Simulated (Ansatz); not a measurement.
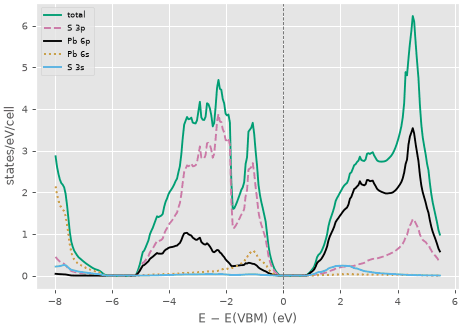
Fig. 1. Total and projected density of states of PbS (rock salt, Fm-3m), the program Ansatz at the r²SCAN level (PAW)

Which orbitals carry the states next to the gap?

Top 1 eV of the valence band: S 3p 69 %, Pb 6s 20 %, Pb 6p 9 %. Bottom 1 eV of the conduction band: Pb 6p 70 %, S 3s 15 %, S 3p 8 %. Projections are on Löwdin-orthogonalised atomic valence shells; empty p or d shells of many metals are not among them.

Where is the tallest occupied peak in this window, and what makes it?

Near -2.3 eV, about 4.7 states/eV per cell; the largest projected share is S 3p.

The cell was relaxed with r²SCAN under the symmetry of its start. Spin–orbit coupling is left out wherever it is not named.

Potentials: the later of the program's two PAW sets.
